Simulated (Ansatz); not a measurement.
# quartet BNH2F: levels of theory compared

Wanted: a comparison of 6 runs (U-wB97M-V/STO-3G, U-wB97X/STO-3G, UCAM-B3LYP/STO-3G, UMP2/STO-3G, UCCSDT(Q)/STO-3G, UCCSDTQ/STO-3G) of quartet BNH2F. 

The calculation is run with Ansatz 0.2.0.

78 further runs of the same task are left out: 78 set aside as unsound or not needed.

### 1 The structure to begin with

BNH2F has 5 atoms, charge 0, and is taken as a quartet. SMILES of the parent species: `N[B]F`. The shape is that of a PBE0-D4/def2-TZVP optimisation. This is one conformer, not always the lowest. That shape belongs to the parent species and isn't relaxed for this state.

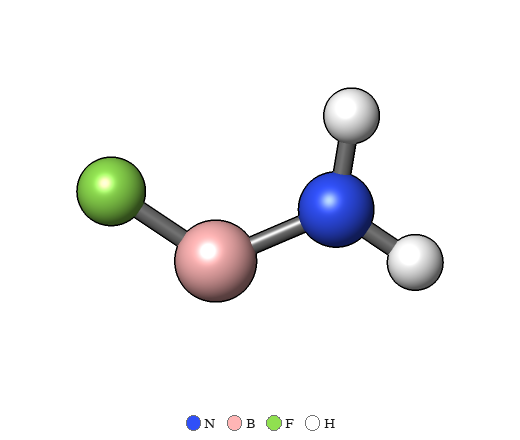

The structure, seen from a chosen angle (nitrogen blue, boron pink, fluorine green, hydrogen white).

### 2 The energy at U-wB97M-V/STO-3G (run 1)

Contents of input.yaml:

```yaml
crystal:
  periodic: [false, false, false]
  atoms:
    - {symbol: N, position_ang: [-0.315200, 0.284600, -0.298300]}
    - {symbol: B, position_ang: [0.256800, -0.904700, 0.119300]}
    - {symbol: F, position_ang: [1.186500, -0.957100, 1.060600]}
    - {symbol: H, position_ang: [-1.019600, 0.322000, -1.012000]}
    - {symbol: H, position_ang: [-0.058500, 1.181700, 0.088900]}
basis:
  gaussian:
    orbitals: STO-3G
hamiltonian:
  xc: {name: wB97M-V}
magnetization:
  spin_polarized: true
  initial_magnetization: 3
accuracy: high
```

On the command line:

```console
$ ansatz run input.yaml --threads 1 --pin off --max-ram 2610MiB --events-out events.jsonl --progress --plain --runs-dir runs
```

The program printed:

```text
Warning: RAYON_NUM_THREADS=1 ignored (pool sized by the plan → 1); use --threads N
Functional definition: wB97M-V
  name "wB97M-V"
  parameter omega = 0.3/bohr
  parameter cx = 0.15
  parameter cx01 = 1.007
  parameter cx10 = 0.259
  parameter css00 = 0.443
  parameter css04 = -1.437
  parameter css10 = -4.535
  parameter css20 = -3.390
  parameter css43 = 4.278
  parameter cos00 = 1.000
  parameter cos10 = 1.358
  parameter cos20 = 2.924
  parameter cos21 = -8.812
  parameter cos60 = -1.390
  parameter cos61 = 9.142
  parameter b = 6.0
  parameter c = 0.01
  gx(w, u) = 1 - cx + cx01*u + cx10*w
  gss(w, u) = css00 + css04*u^4 + css10*w + css20*w^2 + css43*w^4*u^3
  gos(w, u) = cos00 + cos10*w + (cos20 + cos21*u)*w^2 + (cos60 + cos61*u)*w^6
  exchange = spin_sum(e_x_unif_sr(omega)*gx(b97_w, b97_u_x)) + cx*exact_x_sr(omega) + exact_x_lr(omega)
  correlation = spin_sum(e_c_pw_mod_same_spin*gss(b97_w, b97_u_same))
      + integral(e_c_pw_mod_opposite_spin*gos(b97_w_opposite, b97_u_opposite)) + vv10(b, c)
295 factors; integrals over basis functions are off by at most 4.6e-8 eV
142 factors; integrals over basis functions are off by at most 6.4e-10 eV
mean field evaluation 1: about -4837.7517 eV, gradient 1.2e1 eV
mean field evaluation 2: about -4838.8336 eV, gradient 7.1e0 eV
mean field evaluation 4: about -4839.1690 eV, gradient 7.7e-1 eV
mean field evaluation 8: about -4839.1687 eV, gradient 5.8e-2 eV
mean field evaluation 16: about -4839.1687 eV, gradient 1.8e-5 eV
mean field evaluation 32: about -4839.1092 eV, gradient 1.3e0 eV
mean field -4839.16874992 eV, -177.8361714531 hartree, gradient 7.8e-8 eV, S^2 3.751717; 2 other end points of the search recorded, 0 dependent functions left out
reference -4839.16875197 eV, -177.8361715286 hartree; 13, 10 occupied and 4, 7 virtual orbitals, 295 factors
Total energy: -4839.16875197 eV, -177.8361715286 hartree
```

It took 19 s on 1 thread of Arm Neoverse V2, shared host; peak memory 0.45 GiB.

### 3 A single-point energy at U-wB97X/STO-3G (run 2)

Contents of run.yaml:

```yaml
crystal:
  periodic: [false, false, false]
  atoms:
    - {symbol: "N", position_ang: [-0.315200, 0.284600, -0.298300]}
    - {symbol: B, position_ang: [0.256800, -0.904700, 0.119300]}
    - {symbol: F, position_ang: [1.186500, -0.957100, 1.060600]}
    - {symbol: H, position_ang: [-1.019600, 0.322000, -1.012000]}
    - {symbol: H, position_ang: [-0.058500, 1.181700, 0.088900]}
basis:
  gaussian: {orbitals: STO-3G}
magnetization: {spin_polarized: true, initial_magnetization: 3}
hamiltonian: {xc: {name: wB97X}}
accuracy: high
```

On the command line:

```console
$ ansatz run run.yaml --threads 1 --pin off --max-ram 2610MiB --events-out events.jsonl --progress --plain --runs-dir runs
```

The program printed (excerpt; [...] marks lines left out):

```text
Warning: RAYON_NUM_THREADS=1 ignored (pool sized by the plan → 1); use --threads N
Functional definition: wB97X
  name "wB97X"
[...]
      + exact_x_lr(omega)
[...]
      + integral(e_c_pw_opposite_spin*poly(b97_u_opposite, 1, cos1, cos2, cos3, cos4))
295 factors; integrals over basis functions are off by at most 4.6e-8 eV
142 factors; integrals over basis functions are off by at most 6.4e-10 eV
[...]
mean field -4838.90744976 eV, -177.8265688495 hartree, gradient 2.8e-8 eV, S^2 3.752200; 2 other end points of the search recorded, 0 dependent functions left out
reference -4838.90744872 eV, -177.8265688112 hartree; 13, 10 occupied and 4, 7 virtual orbitals, 295 factors
Total energy: -4838.90744872 eV, -177.8265688112 hartree
```

It took 7.2 s on 1 thread of Arm Neoverse V2, shared host; peak memory 0.36 GiB.

Runs 3 to 5 aren't shown in full; the table further down has their settings and results.

### 4 The energy at UCCSDTQ/STO-3G (run 6)

Contents of in.yaml:

```yaml
crystal:
  periodic: [false, false, false]
  atoms:
    - {symbol: N, position_ang: [-0.315200, 0.284600, -0.298300]}
    - {symbol: B, position_ang: [0.256800, -0.904700, 0.119300]}
    - {symbol: F, position_ang: [1.186500, -0.957100, 1.060600]}
    - {symbol: H, position_ang: [-1.019600, 0.322000, -1.012000]}
    - {symbol: H, position_ang: [-0.058500, 1.181700, 0.088900]}
basis:
  gaussian:
    orbitals: STO-3G
magnetization:
  spin_polarized: true
  initial_magnetization: 3
correlation:
  method: ccsdtq
  frozen_orbitals: {B: 1, F: 1, H: 0, "N": 1}
accuracy: high
scf:
  omitted_lower_state_checks: [cluster_reference, increment]
```

On the command line:

```console
$ ansatz run in.yaml --threads 1 --pin off --max-ram 2610MiB --events-out events.jsonl --progress --plain --runs-dir runs
```

The program printed:

```text
Warning: RAYON_NUM_THREADS=1 ignored (pool sized by the plan → 1); use --threads N
[... 12 lines left out ...]
3 core orbitals not correlated: weight in the atoms' cores, before any rotation towards them, 1.000 or more for the frozen orbitals, at most 0.000 for the correlated occupied ones
[... 44 lines left out ...]
Total energy: -4820.58500853 eV, -177.1532315537 hartree
Checks for a lower state left out: cluster_reference, increment
```

Run time: 79 s. Hardware: 1 thread of Arm Neoverse V2, shared host; peak memory 0.55 GiB.

### 5 Overview of the runs

| run | level | frozen core orbitals | energy (Eh) | ⟨S²⟩ | wall time |
| --- | --- | --- | --- | --- | --- |
| 1 | U-wB97M-V/STO-3G | – | -177.836172 | 3.752 | 19 s |
| 2 | U-wB97X/STO-3G | – | -177.826569 | 3.752 | 7.2 s |
| 3 | UCAM-B3LYP/STO-3G | – | -177.770787 | 3.752 | 1.8 s |
| 4 | UMP2/STO-3G | 3 | -177.123429 | 3.760 | 0.12 s |
| 5 | UCCSDT(Q)/STO-3G | 3 | -177.153395 | 3.760 | 1.5 s |
| 6 | UCCSDTQ/STO-3G | 3 | -177.153232 | 3.760 | 79 s |

### 6 Results

| quantity | value |
| --- | --- |
| run 6: total energy | -177.15323 Eh |
| run 6: correlation energy (3 core orbitals frozen) | -96.4 mEh |
| run 6: ⟨S²⟩ of the reference determinant | 3.760 |
| run 6: T1 diagnostic | 0.035 |

**Reading.** Totals of different functionals can't be ranked against each other. In runs 1, 2, 3, 4, 5, 6 the basis is minimal, so the values are rough. All runs together took 1.8 min, the longest 79 s.
